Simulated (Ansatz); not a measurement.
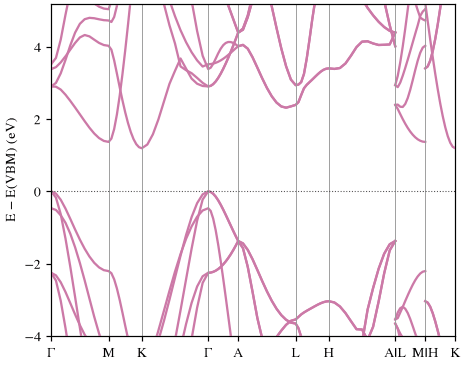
*Band structure from DFT-r²SCAN in the program Ansatz with PAW potentials*

Q: Read off the gap and where the band edges lie.

A: About 1.2 eV (1.19 eV by a search for the band edges); maximum at Γ, minimum at K.

The material is BP (wurtzite, P6_3mc).

The first step of the workflow began from a Materials Project structure, measured or hypothetical; the Crystallography Open Database copy checked does not list it. It is not the phase usual at ambient conditions (space group No. 216). The r²SCAN relaxation kept the symmetry of its start; whether a distortion lowers the energy is not shown.

Potentials: the later of the program's two PAW sets.
